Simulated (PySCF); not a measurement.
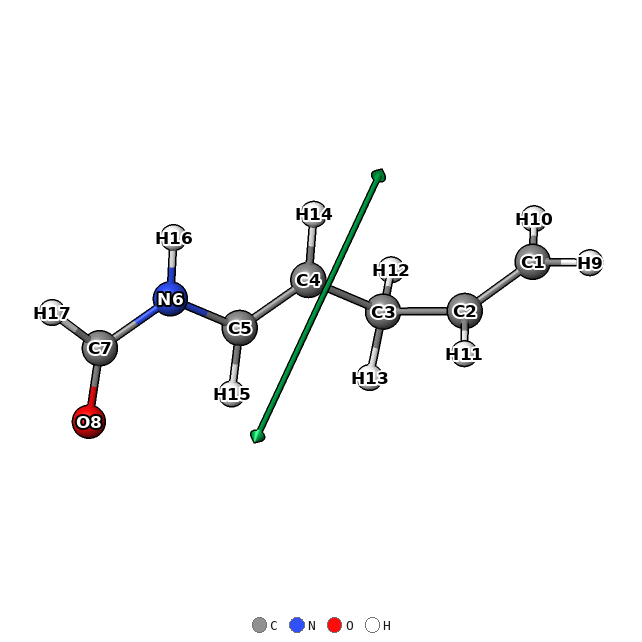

The double arrow shows the direction of the transition dipole to excited singlet state 4 (its length means nothing). Computed geometry: GFN2-xTB optimisation. No frequency run is at hand to confirm it as a minimum. Method: TDDFT CAM-B3LYP/def2-SVPD, vertical, gas phase, core orbitals frozen in the response (PySCF 2.14.0).

Where does the transition lie, and how strong is it?

Answer. 6.76 eV (183 nm), oscillator strength 0.026, mainly HOMO → LUMO+2 (weight 0.79); transition dipole 1.01 D.
